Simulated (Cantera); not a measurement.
Charge: 1 mol C₃H₈, 1.2 mol H₂, equilibrated at 0.203 Torr.

Equilibrium computed with Cantera from the NASA thermochemical tables; the gas is ideal and each condensed phase is pure. Candidate condensed phases: C, C₆H₆, C₇H₈, C₈H₁₈; 76 gas species. Rates play no part.

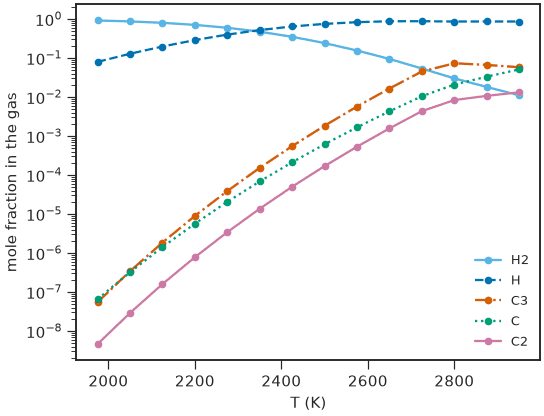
Fig. 1. Equilibrium gas composition (values under 1e-9 drawn at 1e-9)

Read off the mole fractions at 2275 K.

H₂ about 0.60, H about 0.40, C₃ about 3.9e-5, C about 2.1e-5, C₂ about 3.4e-6.
